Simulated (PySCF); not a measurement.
**BrH3, SMILES `Br.[H][H]`: what the electrons do**

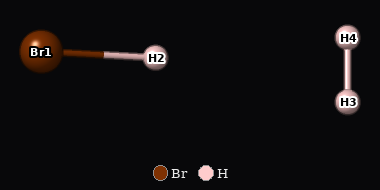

The molecule, with its atoms numbered as below. The pair's geometry is semi-empirical, so its contact may be too short or too long.

Cartesian coordinates (Å):

```
Br1      0.2355   -0.0001    0.0003
H2      -1.1674    0.0045   -0.0166
H3      -3.5382   -0.3907    0.0030
H4      -3.5382    0.3891    0.0032
```

### 1. Bonding charge

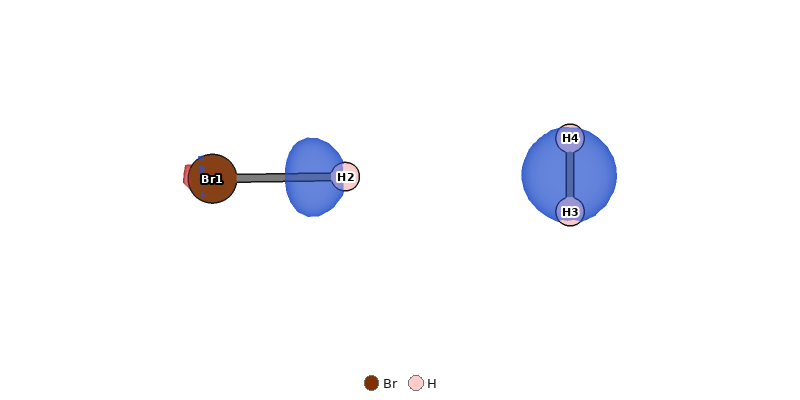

Deformation density (molecule less spherical, spin-averaged free atoms at the same positions), surfaces at ±0.15 e/Å³; blue: gain, red: loss.

Level of theory: HF/cc-pVTZ (PySCF), at a geometry from GFN2-xTB.

Describe the bonding that the map shows.

Answer. H3–H4: +0.69 e/Å³ at the bond critical point (bond length 0.78 Å, Mayer order 1.0). Br1–H2: +0.36 e/Å³ at the bond critical point (bond length 1.40 Å, Mayer order 1.0). In all, 0.6 electrons gather in the regions of gain relative to the promolecule.

### 2. Bond critical points

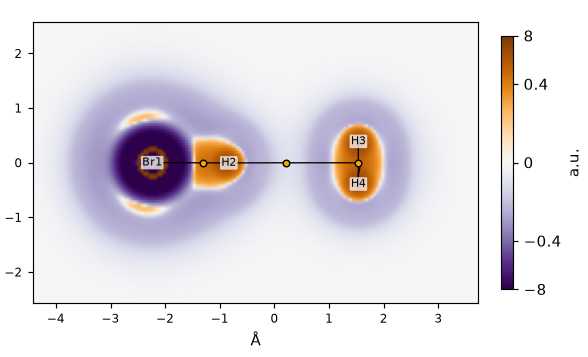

Negative Laplacian of the density (−∇²ρ) in the molecular plane (orange positive, purple negative, colour scale in a.u., logarithmic beyond ±0.04), with bond paths and bond critical points (dots).

Sort the bonds in the plane by the sign of ∇²ρ at their critical points.

Answer. Concentrated (∇²ρ < 0): H3–H4 (−1.06 a.u.); Br1–H2 (−0.57 a.u.). Depleted (∇²ρ > 0): H2–H4 (+0.02 a.u., H = +0.001).

Where along Br1–H2 does the critical point lie?

Answer. 0.93 Å from Br1 and 0.48 Å from H2.

### 3. Local ionisation energy

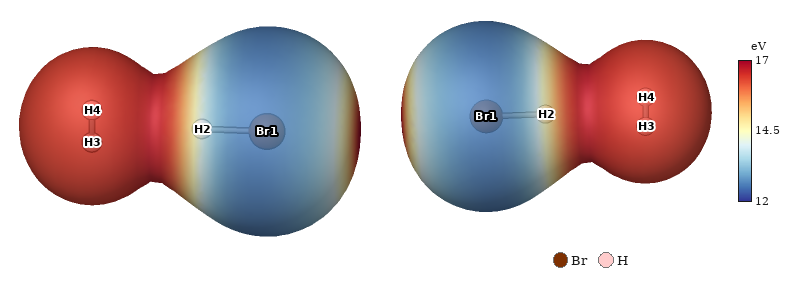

Average local ionisation energy on the surface of electron density 0.001 a.u. (back view left, front view right).

Where are the most loosely bound electrons on this surface?

Answer. The lowest value is 12.6 eV, 2.3 Å from Br1, and at like points elsewhere. Further minima include 16.4 eV, off the H3–H4 bond (1.6 Å from its atoms). For comparison, the highest occupied orbital lies at −11.8 eV.

### 4. Binding density

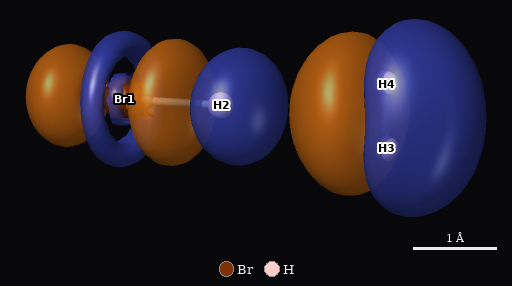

Density of the complex less the densities of the two fragments at the same geometry, ±0.001 e/Å³ (orange: gain, blue: loss). Fragment A: HBr (atoms 1–2); fragment B: H2.

Method: HF/cc-pVTZ; geometry: GFN2-xTB; program: PySCF.

Which way does charge flow?

Answer. Hirshfeld charges show almost no net transfer (under 0.005 e). By Hirshfeld charges, electrons gather most on Br1 (−0.006 e) and leave H2 most (+0.003 e); 0.02 e is displaced in all, which induces a dipole of 0.15 D.

What is the interaction energy, and which contacts carry it?

Answer. The counterpoise-corrected interaction energy of the frozen fragments is +0.2 kcal/mol without dispersion correction and −0.6 kcal/mol with D3(BJ). The pair geometry is semi-empirical, not a minimum at this level. Contacts: H2···H4, H···H contact, 2.40 Å, ρ = 0.006 a.u. The pose is a local one from a semi-empirical search, not shown to be the most stable.
